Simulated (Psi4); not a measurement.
## Geometry relaxation, with input and output: COS (part 1 of 4)

The run: geometry relaxation of COS, SMILES O=C=S. Method and program: TPSS/def2-TZVP, RKS (Psi4 1.11).

The geometry comes from this level: PBE0-D4/def2-TZVP.

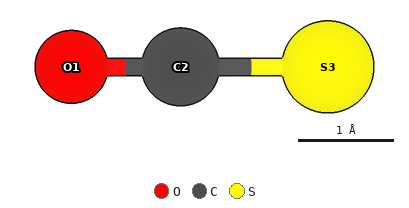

The input geometry (ball-and-stick view, seen on its broad side; atoms are numbered from 1 in the order of the input).

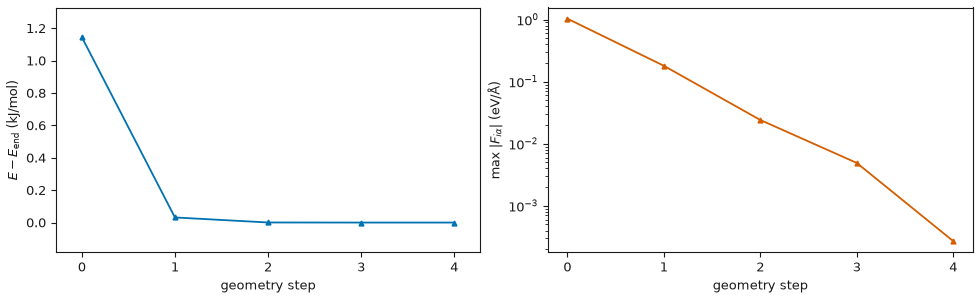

Progress of the relaxation, step by step (steps are counted from 0). The energy falls by 1.15 kJ/mol in 4 geometry steps. The largest force component goes from 1 to 0.00027 eV/Å. The largest move after the best rigid fit is that of O1, 0.012 Å. By element the largest moves are O 0.012 Å, S 0.010 Å, C 0.002 Å. Distances before and after: O1–C2 1.152 → 1.166 Å, C2–S3 1.558 → 1.566 Å. (Atoms are counted from 1 in the order of the input.)

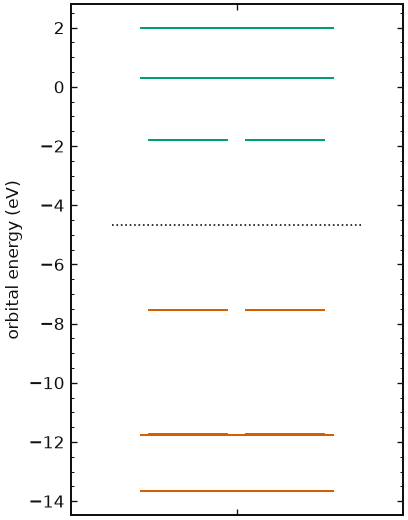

Orbital energies near the frontier; the dotted line parts filled from empty levels, and levels within 0.02 eV of each other stand side by side. Highest filled −7.53 eV, lowest empty −1.80 eV, 5.73 eV apart.

These pictures come from the run below.

### Input (cos.py)
```python
import psi4

psi4.set_memory(1600000000)
psi4.set_num_threads(1)
psi4.core.set_output_file('psi4.out', False)

molecule = psi4.geometry("""
O      0.921990     0.684410     0.582150
C      0.096740     0.071800     0.061080
S     -1.018720    -0.756210    -0.643230
units angstrom
symmetry c1
""")

options = {'basis': 'def2-TZVP', 'reference': 'rks', 'puream': True, 'scf_type': 'pk', 'dft_radial_points': 99, 'dft_spherical_points': 590, 'g_convergence': 'gau_tight', 'geom_maxiter': 50}
psi4.set_options(options)

energy_value = psi4.optimize("tpss")
print(f'tpss energy: {energy_value:.10f} Eh')
molecule.save_xyz_file('final.xyz', False)
for k, v in sorted(psi4.core.scalar_variables().items()):
    print(f'{k:45s} {v:18.10f}')
```

Command:
```bash
python cos.py
```

### Output
```
gradient() will perform analytic gradient computation.

   => Loading Basis Set <=

    Name: DEF2-TZVP
    Role: ORBITAL
    Keyword: BASIS

         ---------------------------------------------------------
                                   SCF
                              RKS Reference
                        1 Threads,   1525 MiB Core
         ---------------------------------------------------------

  ==> Geometry <==

    Molecular point group: c1
    Full point group: C_inf_v

    Geometry (in Angstrom), charge = 0, multiplicity = 1:

       Center              X                  Y                   Z               Mass
    ------------   -----------------  -----------------  -----------------  -----------------
         O           -0.000013849669     0.000004121931     1.675378928447    15.994914619570
         C           -0.000013849669     0.000004121931     0.523058435051    12.000000000000
         S            0.000012126843    -0.000003609185    -1.034472992261    31.972071174400

  Running in c1 symmetry.

  Rotational constants: A = ************  B =      0.20460  C =      0.20460 [cm^-1]
  Rotational constants: A = ************  B =   6133.72182  C =   6133.72182 [MHz]
  Nuclear repulsion =   79.654995893813862

  Charge       = 0
  Multiplicity = 1
  Electrons    = 30
  Nalpha       = 15
  Nbeta        = 15

  ==> Algorithm <==

  SCF Algorithm Type is PK.
  DIIS enabled.
  MOM disabled.
  Fractional occupation disabled.
  Guess Type is SAD.
  Energy threshold   = 1.00e-08
  Density threshold  = 1.00e-08
  Integral threshold = 1.00e-12

  ==> Primary Basis <==

  Basis Set: DEF2-TZVP
    Blend: DEF2-TZVP
    Number of shells: 35
    Number of basis functions: 99
    Number of Cartesian functions: 114
    Spherical Harmonics?: true
    Max angular momentum: 3

  ==> DFT Potential <==

   => LibXC <=

    Version 7.1.2

   => Composite Functional: TPSS <=

    TPSS Meta-GGA XC Functional

    Deriv               =              1
    GGA                 =           TRUE
    Meta                =           TRUE

    Exchange Hybrid     =          FALSE
    MP2 Hybrid          =          FALSE

   => Exchange Functionals <=

    1.0000   XC_MGGA_X_TPSS

   => Correlation Functionals <=

    1.0000   XC_MGGA_C_TPSS

   => LibXC Density Thresholds  <==

    XC_MGGA_C_TPSS:  1.00E-15
    XC_MGGA_X_TPSS:  1.00E-15

   => Molecular Quadrature <=

    Radial Scheme          =       TREUTLER
    Pruning Scheme         =           NONE
    Nuclear Scheme         =       TREUTLER

    Blocking Scheme        =         OCTREE
    BS radius alpha        =              1
    Pruning alpha          =              1
    Radial Points          =             99
    Spherical Points       =            590
    Total Points           =         165482
    Total Blocks           =           1295
    Max Points             =            255
    Max Functions          =             97
    Weights Tolerance      =       1.00E-15

  ==> Integral Setup <==

  Using in-core PK algorithm.
   Calculation information:
      Number of atoms:                   3
      Number of AO shells:              35
      Number of primitives:             67
      Number of atomic orbitals:       114
      Number of basis functions:        99

      Integral cutoff                 1.00e-12
      Number of threads:                 1

  Performing in-core PK
  Using 24507450 doubles for integral storage.
  We computed 182851 shell quartets total.
  Whereas there are 198765 unique shell quartets.

  ==> DiskJK: Disk-Based J/K Matrices <==

    J tasked:                  Yes
    K tasked:                   No
    wK tasked:                  No
    Memory [MiB]:              732
    Schwarz Cutoff:          1E-12

  Cached 33.4% of DFT collocation blocks in 0.327 [GiB].

  Minimum eigenvalue in the overlap matrix is 7.4308669350E-04.
  Reciprocal condition number of the overlap matrix is 1.4179840027E-04.
    Using symmetric orthogonalization.

  ==> Pre-Iterations <==

  SCF Guess: Superposition of Atomic Densities via on-the-fly atomic UHF (no occupation information).

   -------------------------
    Irrep   Nso     Nmo
   -------------------------
     A         99      99
   -------------------------
    Total      99      99
   -------------------------

  ==> Iterations <==

                        Total Energy        Delta E     RMS |[F,P]|

   @RKS iter SAD:  -511.37216497142049   -5.11372e+02   0.00000e+00
   @RKS iter   1:  -511.41118444588068   -3.90195e-02   7.77258e-03 DIIS/ADIIS
   @RKS iter   2:  -510.24574943037260    1.16544e+00   1.66027e-02 DIIS/ADIIS
   @RKS iter   3:  -511.57783479139334   -1.33209e+00   3.97192e-03 DIIS/ADIIS
   @RKS iter   4:  -511.61781379863970   -3.99790e-02   2.46574e-03 DIIS/ADIIS
   @RKS iter   5:  -511.63547587385926   -1.76621e-02   1.21431e-03 DIIS/ADIIS
   @RKS iter   6:  -511.64389930215418   -8.42343e-03   8.18797e-05 DIIS
   @RKS iter   7:  -511.64392449594362   -2.51938e-05   2.66997e-05 DIIS
   @RKS iter   8:  -511.64392733197508   -2.83603e-06   4.69623e-06 DIIS
   @RKS iter   9:  -511.64392744081061   -1.08836e-07   2.89716e-07 DIIS
   @RKS iter  10:  -511.64392744108352   -2.72905e-10   9.33662e-08 DIIS
   @RKS iter  11:  -511.64392744113366   -5.01359e-11   6.49501e-09 DIIS
  Energy and wave function converged.

  ==> Post-Iterations <==

   Electrons on quadrature grid:
      Ntotal   =   29.9999999941 ; deviation = -5.869e-09

    Orbital Energies [Eh]
    ---------------------

    Doubly Occupied:

       1A    -88.387373     2A    -18.967019     3A    -10.133143
       4A     -7.768960     5A     -5.749393     6A     -5.742490
       7A     -5.742490     8A     -1.073109     9A     -0.765103
      10A     -0.501766    11A     -0.435792    12A     -0.435792
      13A     -0.432030    14A     -0.276098    15A     -0.276098

    Virtual:

      16A     -0.061943    17A     -0.061943    18A      0.014927
      19A      0.073165    20A      0.136863    21A      0.195418
      22A      0.195418    23A      0.266007    24A      0.280315
      25A      0.280315    26A      0.284821    27A      0.284822
      28A      0.376138    29A      0.410461    30A      0.410461
      31A      0.502923    32A      0.529158    33A      0.529158
      34A      0.631982    35A      0.631982    36A      0.691796
      37A      0.796271    38A      0.855233    39A      1.056422
      40A      1.056422    41A      1.143032    42A      1.346816
      43A      1.346816    44A      1.353633    45A      1.394157
      46A      1.394158    47A      1.429046    48A      1.429047
      49A      1.435559    50A      1.435559    51A      1.488308
      52A      1.606508    53A      1.606508    54A      1.745019
      55A      1.745020    56A      1.760422    57A      1.760422
      58A      1.779679    59A      1.931859    60A      1.931859
      61A      2.234302    62A      2.234302    63A      2.236549
      64A      2.316268    65A      2.597157    66A      2.597157
      67A      2.615266    68A      2.833987    69A      2.833987
      70A      2.847115    71A      2.847117    72A      2.959018
      73A      2.959019    74A      2.963573    75A      3.155688
      76A      3.155688    77A      3.330176    78A      3.785178
      79A      3.785178    80A      3.904453    81A      4.656122
      82A      5.085379    83A      5.085379    84A      5.483917
      85A      5.483917    86A      6.198541    87A      6.198543
      88A      6.334221    89A      6.334221    90A      6.445809
      91A      6.707133    92A      6.707133    93A      7.048849
      94A      8.766584    95A      8.766584    96A      9.264225
      97A     20.478011    98A     22.629586    99A     43.718104

    Final Occupation by Irrep:
              A
    DOCC [    15 ]
    NA   [    15 ]
    NB   [    15 ]

  @RKS Final Energy:  -511.64392744113366

   => Energetics <=

    Nuclear Repulsion Energy =             79.6549958938138616
    One-Electron Energy =                -862.1354347028642451
    Two-Electron Energy =                 310.5536174610854232
    DFT Exchange-Correlation Energy =     -39.7171060931686952
    Empirical Dispersion Energy =           0.0000000000000000
    VV10 Nonlocal Energy =                  0.0000000000000000
    Total Energy =                       -511.6439274411336555

Computation Completed

Properties will be evaluated at   0.000000,   0.000000,   0.000000 [a0]

Properties computed using the SCF density matrix

 Multipole Moments:

 ------------------------------------------------------------------------------------
     Multipole            Electronic (a.u.)      Nuclear  (a.u.)        Total (a.u.)
 ------------------------------------------------------------------------------------

 L = 1.  Multiply by 2.5417464519 to convert [e a0] to [Debye]
 Dipole X            :         -0.0000003            0.0000003           -0.0000000
 Dipole Y            :          0.0000001           -0.0000001            0.0000000
 Dipole Z            :         -0.2293876           -0.0192484           -0.2486361
 Magnitude           :                                                    0.2486361

 ------------------------------------------------------------------------------------

	total time  =         21 seconds =       0.35 minutes

         ------------------------------------------------------------
                                   SCF GRAD
         ------------------------------------------------------------

  ==> Geometry <==

    Molecular point group: c1
    Full point group: C_inf_v

    Geometry (in Angstrom), charge = 0, multiplicity = 1:

       Center              X                  Y                   Z               Mass
    ------------   -----------------  -----------------  -----------------  -----------------
         O           -0.000013849669     0.000004121931     1.675378928447    15.994914619570
         C           -0.000013849669     0.000004121931     0.523058435051    12.000000000000
         S            0.000012126843    -0.000003609185    -1.034472992261    31.972071174400

  Nuclear repulsion =   79.654995893813862

  ==> Basis Set <==

  Basis Set: DEF2-TZVP
    Blend: DEF2-TZVP
    Number of shells: 35
    Number of basis functions: 99
    Number of Cartesian functions: 114
    Spherical Harmonics?: true
    Max angular momentum: 3

  ==> DirectJKGrad: Integral-Direct SCF Gradients <==

    Gradient:                    1
    J tasked:                  Yes
    K tasked:                   No
    wK tasked:                  No
    Integrals threads:           1
    Schwarz Cutoff:          1E-12

   => Molecular Quadrature <=

    Radial Scheme          =       TREUTLER
    Pruning Scheme         =           NONE
    Nuclear Scheme         =       TREUTLER

    Blocking Scheme        =         OCTREE
    BS radius alpha        =              1
    Pruning alpha          =              1
    Radial Points          =             99
    Spherical Points       =            590
    Total Points           =         165482
    Total Blocks           =           1295
    Max Points             =            255
    Max Functions          =             97
    Weights Tolerance      =       1.00E-15

  -Total Gradient:
     Atom            X                  Y                   Z
    ------   -----------------  -----------------  -----------------
       1        0.000001150182    -0.000000342317    -0.028178538079
       2       -0.000001843629     0.000000548700     0.018756073464
       3        0.000000692106    -0.000000205984     0.009428344448

	total time  =          7 seconds =       0.12 minutes

    			-----------------------------------------

    			 OPTKING 3.0: for geometry optimizations

    			        with contributions from

    			-----------------------------------------

	                            ===> Fragment 1 <==

	 Z (Atomic Numbers)          Masses                          Geom
	       8.000000            15.994915         -0.00002617  0.00000779  3.16600733
	       6.000000            12.000000         -0.00002617  0.00000779  0.98843719
	      16.000000            31.972071          0.00002292 -0.00000682 -1.95487064

	 - Coordinate -           - BOHR/RAD -       - ANG/DEG -
	 R(1,2)           =         2.177570           1.152320
	 R(2,3)           =         2.943308           1.557531
	 L(1,2,3)         =         3.141575         179.999003
	 l(1,2,3)         =         3.141593         180.000000

	        --- Internal Coordinate Step in ANG or DEG, aJ/ANG or AJ/DEG ---
	-------------------------------------------------------------------------------
	           Coordinate      Previous         Force          Change          New
	           ----------      --------        ------          ------        ------
	               R(1,2)       1.15232        0.23217        0.01121       1.16353
	               R(2,3)       1.55753        0.07766        0.00825       1.56578
	             L(1,2,3)     179.99900        0.00000        0.00060     179.99960
	             l(1,2,3)     180.00000        0.00000        0.00000     180.00000
	-------------------------------------------------------------------------------

	                                 ==> Convergence Check <==

	Measures of convergence in internal coordinates in au.

	Criteria marked as inactive (o), active & met (*), and active & unmet ( ).

	----------------------------------------------------------------------------------------------~
	   Step    Total Energy     Delta E     Max Force     RMS Force      Max Disp      RMS Disp   ~
	----------------------------------------------------------------------------------------------~
	  Convergence Criteria              o    1.50e-05 *    1.00e-05 *    6.00e-05 *    4.00e-05 *~
	----------------------------------------------------------------------------------------------~
	     1    -511.64392744   -5.12e+02 o    2.82e-02      1.49e-02      2.12e-02      1.32e-02    ~
	----------------------------------------------------------------------------------------------

Next Geometry in Ang
	Fragment 1 (Ang)

	    O  -0.0000164463   0.0000048947   1.6856020935
	    C  -0.0000094860   0.0000028232   0.5220715966
	    S   0.0000103597  -0.0000030833  -1.0437093189

    Structure for next step:
    Molecular point group: c1
    Full point group: C_inf_v

    Geometry (in Angstrom), charge = 0, multiplicity = 1:

    O           -0.000005829230     0.000000000001     1.687997209846
    C           -0.000005829230     0.000000000001     0.524466712854
    S            0.000005104105    -0.000000000001    -1.041314202705

gradient() will perform analytic gradient computation.

  ==> Geometry <==

    Molecular point group: c1
    Full point group: C_inf_v

    Geometry (in Angstrom), charge = 0, multiplicity = 1:

       Center              X                  Y                   Z               Mass
    ------------   -----------------  -----------------  -----------------  -----------------
         O           -0.000005829230     0.000000000001     1.687997209846    15.994914619570
         C           -0.000005829230     0.000000000001     0.524466712854    12.000000000000
         S            0.000005104105    -0.000000000001    -1.041314202705    31.972071174400

  Running in c1 symmetry.

  Rotational constants: A = ************  B =      0.20178  C =      0.20178 [cm^-1]
  Rotational constants: A = ************  B =   6049.24895  C =   6049.24895 [MHz]
  Nuclear repulsion =   79.092566232226574

  Charge       = 0
  Multiplicity = 1
  Electrons    = 30
  Nalpha       = 15
  Nbeta        = 15

  ==> Algorithm <==

  SCF Algorithm Type is PK.
  DIIS enabled.
  MOM disabled.
  Fractional occupation disabled.
  Guess Type is READ.
  Energy threshold   = 1.00e-08
  Density threshold  = 1.00e-08
  Integral threshold = 1.00e-12

   => Molecular Quadrature <=

    Radial Scheme          =       TREUTLER
    Pruning Scheme         =           NONE
    Nuclear Scheme         =       TREUTLER

    Blocking Scheme        =         OCTREE
    BS radius alpha        =              1
    Pruning alpha          =              1
    Radial Points          =             99
    Spherical Points       =            590
    Total Points           =         165505
    Total Blocks           =           1309
    Max Points             =            256
    Max Functions          =             97
    Weights Tolerance      =       1.00E-15
```
